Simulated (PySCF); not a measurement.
The calculation's input:

```
{"job": {"kind": "uv", "xc": "B3LYP", "basis": "def2-SVPD", "nstates": 8, "ntriplets": 3}, "charge": 0, "multiplicity": 1}
C      2.393221    -0.735526    -0.444998
Ge     0.783182     0.045517     0.376993
N      0.750408     1.826239    -0.016430
C     -0.882711    -0.686729    -0.440131
F     -0.870344    -2.071322    -0.214490
Ge    -2.598438    -0.022092     0.277198
H      3.290792    -0.451872     0.098241
H      2.488799    -0.390236    -1.471320
H      2.328712    -1.819937    -0.450538
H      0.723675    -0.254625     1.873598
H     -0.015452     2.363747     0.365649
H      1.606280     2.332730     0.158929
H     -0.852462    -0.564825    -1.526589
H     -2.863119     1.373959    -0.191235
H     -2.581661    -0.022181     1.772503
H     -3.708481    -0.913903    -0.178791
```

Launched as:

```sh
OMP_NUM_THREADS=1 python probes_run.py task.json out
```

Geometry: GFN2-xTB.

Level of theory: PySCF 2.14.0, B3LYP/def2-SVPD, SCF density, gas phase.

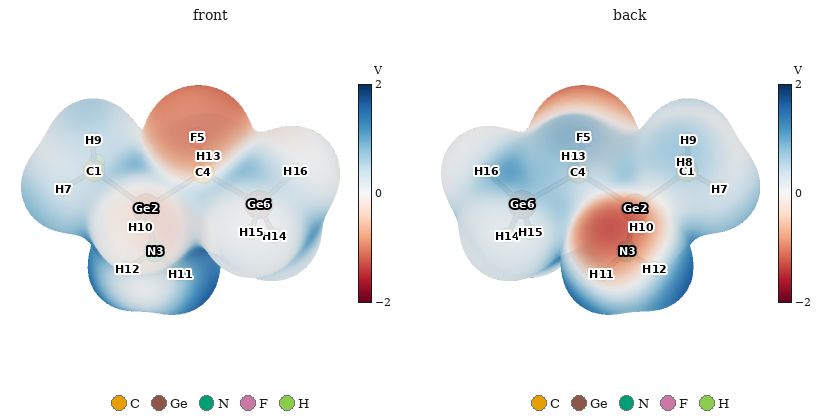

C2H10FGe2N. The molecular electrostatic potential painted on the density surface at 0.002 e/bohr³, seen from the front and from behind; the colour scale runs from red (negative) to blue (positive).

> Where is the surface potential most negative and most positive?

The most negative region (about −1.3 V, or −30 kcal/mol for a unit charge) lies over N3, the most positive (about +1.6 V, or +37 kcal/mol for a unit charge) over Ge2, Ge6, H11 and H12. N3 is the likeliest acceptor of a hydrogen bond.

> What dipole moment does the calculation give?

Its dipole moment is 1.93 D.
